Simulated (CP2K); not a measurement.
**CH3BrF2Ge (SMILES [F][GeH2][CH](F)Br) at GFN1-xTB**

Aim: the vertical singlet–triplet gap of CH3BrF2Ge at GFN1-xTB, from 2 runs. 

Program for the calculation: CP2K 2026.2.

3 further runs of the same task are left out: 1 that didn't finish, 2 set aside as unsound or not needed.

**1. Starting point**

The species is CH3BrF2Ge (8 atoms), meant as a singlet with charge 0. SMILES: `[F][GeH2][CH](F)Br`. Geometry: a GFN2-xTB relaxation, a rough one for these elements and not checked as a minimum. This is one conformer, not always the lowest.

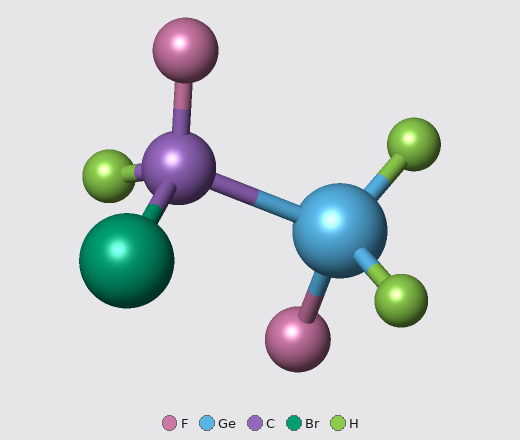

The structure, seen from a chosen angle (fluorine pink, germanium blue, carbon purple, bromine teal, hydrogen green).

**2. Energy and gradient at GFN1-xTB**

File molecule.xyz:

```xyz
8

F     -1.576910     1.401880    -0.213800
Ge    -0.039910     0.907440     0.442120
C      0.062460    -0.985980    -0.226620
F      0.768260    -1.769880     0.629600
Br     0.975000    -0.949180    -1.948570
H     -0.227580     1.036640     1.930060
H      0.948260     1.819400    -0.224630
H     -0.909600    -1.460320    -0.388160
```

File mol.inp:

```
&GLOBAL
  PROJECT_NAME mol
  RUN_TYPE ENERGY_FORCE
  PRINT_LEVEL MEDIUM
&END GLOBAL
&FORCE_EVAL
  METHOD Quickstep
  &DFT
    CHARGE 0
    MULTIPLICITY 1
    &QS
      METHOD XTB
      EPS_DEFAULT 1.0E-10
      &XTB
        GFN_TYPE 1
        CHECK_ATOMIC_CHARGES F
      &END XTB
    &END QS
    &POISSON
      PERIODIC NONE
      POISSON_SOLVER ANALYTIC
    &END POISSON
    &SCF
      SCF_GUESS ATOMIC
      EPS_SCF 1.0E-06
      MAX_SCF 50
      &OT ON
        MINIMIZER DIIS
        PRECONDITIONER FULL_ALL
        ENERGY_GAP 0.2
      &END OT
      &OUTER_SCF
        EPS_SCF 1.0E-06
        MAX_SCF 10
      &END OUTER_SCF
    &END SCF
    &PRINT
      &MOMENTS
        PERIODIC F
        REFERENCE COM
        MAX_MOMENT 1
      &END MOMENTS
      &MO_CUBES
        NLUMO 5
        NHOMO -1
        WRITE_CUBE F
      &END MO_CUBES
      &HIRSHFELD OFF
      &END HIRSHFELD
    &END PRINT
  &END DFT
  &SUBSYS
    &CELL
      ABC [angstrom] 14.6 15.6 15.9
      PERIODIC NONE
    &END CELL
    &TOPOLOGY
      COORD_FILE_NAME molecule.xyz
      COORD_FILE_FORMAT XYZ
      &CENTER_COORDINATES
      &END CENTER_COORDINATES
    &END TOPOLOGY
  &END SUBSYS
  &PRINT
    &FORCES ON
    &END FORCES
  &END PRINT
&END FORCE_EVAL
```

On the command line:

```
$ OMP_NUM_THREADS=1 cp2k.psmp -i mol.inp -o mol.out
```

Output, cut to the lines that bear on the results:

```text
CP2K| version string:                                       CP2K version 2026.2
[...]
 GLOBAL| Method name                                                        CP2K
[...]
 GLOBAL| Run type                                                   ENERGY_FORCE
[...]
                             - Atoms:                                          8
[...]
                             - Spherical basis functions:                     36
[...]
 Number of electrons:                                                         32
[...]
     1 OT DIIS     0.15E+00    0.0     0.19419912       -19.2013831945 -1.92E+01
[...]
    28 OT DIIS     0.15E+00    0.0     0.00000092       -19.5753768671 -5.67E-11
  *** SCF run converged in    28 steps ***
[...]
 TB_DIPOLE| Moment [Debye]          1.13381888       0.14121903       0.31204589
 TB_DIPOLE| Derivative [a.u.]       0.00000000       0.00000000       0.00000000
[...]
 ENERGY| Total FORCE_EVAL ( QS ) energy [hartree]            -19.575376867147384
 FORCES| Atomic forces [hartree/bohr]
 FORCES|   Atom     x               y               z               |f|
 FORCES|      1 -6.35267294E-04 -4.91832259E-04 -7.48860237E-04   1.09829648E-03
 FORCES|      2  3.49537481E-03 -6.64671418E-03 -7.91101071E-04   7.55131084E-03
 FORCES|      3 -9.43493192E-05  9.73032502E-03  9.18018855E-03   1.33777423E-02
 FORCES|      4 -3.31242685E-03  2.47773064E-03 -3.56754277E-03   5.46247949E-03
 FORCES|      5  2.02379333E-03 -4.96948804E-04 -3.74499995E-03   4.28575806E-03
 FORCES|      6  2.53411997E-03  1.80165587E-04 -8.15224601E-03   8.53893077E-03
 FORCES|      7 -4.92786243E-03 -4.68874083E-03  6.01983195E-03   9.08330862E-03
 FORCES|      8  9.16617793E-04 -6.39851795E-05  1.80472954E-03   2.02517431E-03
 FORCES| Sum     1.40946282E-16 -5.43862915E-17 -1.08853898E-16
 FORCES| Total atomic force                                       1.86206591E-16
[...]
```

Run time: 0.58 s. Hardware: 1 thread of Arm Neoverse V1, shared host.

**3. The triplet, same level**

molecule.xyz is that of step 2.

File mol.inp:

```
&GLOBAL
  PROJECT mol
  RUN_TYPE ENERGY_FORCE
  PRINT_LEVEL MEDIUM
&END GLOBAL

&FORCE_EVAL
  METHOD Quickstep
  &DFT
    MULTIPLICITY 3
    UKS T
    &QS
      METHOD XTB
      EPS_DEFAULT 1.0E-10
      &XTB
        GFN_TYPE 1
        CHECK_ATOMIC_CHARGES F
      &END XTB
    &END QS
    &POISSON
      PERIODIC NONE
      POISSON_SOLVER ANALYTIC
    &END POISSON
    # self-consistent field
    &SCF
      SCF_GUESS ATOMIC
      EPS_SCF 1.0E-06
      MAX_SCF 100
      &DIAGONALIZATION
        ALGORITHM STANDARD
      &END DIAGONALIZATION
      &MIXING
        METHOD BROYDEN_MIXING
        ALPHA 0.2
        NBUFFER 8
      &END MIXING
    &END SCF
    &PRINT
      &MOMENTS
        PERIODIC F
        REFERENCE COM
        MAX_MOMENT 1
      &END MOMENTS
      &MO ON
        ENERGIES T
        OCCUPATION_NUMBERS T
        NDIGITS 6
        &EACH
          QS_SCF 0
        &END EACH
        ADD_LAST NUMERIC
      &END MO
      &HIRSHFELD OFF
      &END HIRSHFELD
    &END PRINT
  &END DFT
  # atoms, cell and kinds
  &SUBSYS
    &CELL
      ABC 14.6 15.6 15.9
      PERIODIC NONE
    &END CELL
    &TOPOLOGY
      COORD_FILE_NAME molecule.xyz
      COORD_FILE_FORMAT XYZ
      &CENTER_COORDINATES
      &END CENTER_COORDINATES
    &END TOPOLOGY
  &END SUBSYS
  &PRINT
    &FORCES ON
    &END FORCES
  &END PRINT
&END FORCE_EVAL
```

On the command line:

```
$ OMP_NUM_THREADS=1 cp2k.psmp -i mol.inp -o mol.out
```

Output, cut to the lines that bear on the results:

```text
CP2K| version string:                                       CP2K version 2026.2
[...]
 GLOBAL| Method name                                                        CP2K
[...]
 GLOBAL| Run type                                                   ENERGY_FORCE
[...]
                             - Atoms:                                          8
[...]
                             - Spherical basis functions:                     36
[...]
 Number of electrons:                                                         17
[...]
     1 NoMix/Diag. 0.20E+00    0.0     1.06987710       -18.8461853710 -1.88E+01
[...]
    70 Broy./Diag. 0.20E+00    0.0     0.00000078       -19.4007138864 -1.47E-06
  *** SCF run converged in    70 steps ***
[...]
 TB_DIPOLE| Moment [Debye]          1.02939154       0.63741666       0.77500506
 TB_DIPOLE| Derivative [a.u.]       0.00000000       0.00000000       0.00000000
[...]
 ENERGY| Total FORCE_EVAL ( QS ) energy [hartree]            -19.400713932615620
 FORCES| Atomic forces [hartree/bohr]
 FORCES|   Atom     x               y               z               |f|
 FORCES|      1  3.47189410E-04  3.29647705E-04 -7.66627903E-04   9.03839829E-04
 FORCES|      2 -4.53839159E-05 -2.79115648E-04 -2.16503885E-03   2.18342815E-03
 FORCES|      3 -2.66176463E-02 -1.50200215E-02  5.54647745E-02   6.33280456E-02
 FORCES|      4 -3.16834529E-03  6.05871545E-03  5.77595426E-03   8.95031242E-03
 FORCES|      5  3.67770579E-02  7.04413650E-03 -6.78728440E-02   7.75170613E-02
 FORCES|      6  3.58929080E-03 -1.13437125E-03 -6.04718545E-03   7.12307928E-03
 FORCES|      7 -5.90526408E-03 -5.36645162E-03  6.60366774E-03   1.03575757E-02
 FORCES|      8 -4.97689851E-03  8.36746039E-03  9.00729963E-03   1.32633087E-02
 FORCES| Sum    -2.10768902E-16  2.13370988E-16  1.21430643E-17
 FORCES| Total atomic force                                       3.00163560E-16
[...]
```

Wall time 0.48 s (1 thread of Arm Neoverse V1, shared host).

**4. Outcome**

At GFN1-xTB:

| quantity | value |
| --- | --- |
| singlet: total energy | -19.57538 Eh |
| singlet: dipole moment (from atomic charges alone) | 1.18 D |
| singlet: HOMO energy | -12.12 eV |
| singlet: dispersion energy | -6.77 kJ/mol |
| singlet: largest force on an atom | 0.688 eV/Å |
| triplet: total energy | -19.40071 Eh |
| triplet: dipole moment (from atomic charges alone) | 1.44 D |
| triplet: HOMO energy (highest over α and β) | -6.97 eV |
| triplet: dispersion energy | -6.77 kJ/mol |
| triplet: largest force on an atom | 3.986 eV/Å |
| vertical energy of the triplet above the singlet | 4.753 eV |

In words: The method runs without spin polarisation, so open shells lack the exchange term that lowers high spin: such gaps come out too high and can have the wrong sign. The largest force (singlet) is 0.69 eV/Å: the shape isn't a stationary point for this species at this level. At this shape the triplet lies 4.75 eV (110 kcal/mol) above the singlet. The dipole (singlet) comes from point charges on the atoms alone, without atomic dipoles, so it is partial. The dipole (triplet) comes from point charges on the atoms alone, without atomic dipoles, so it is partial.
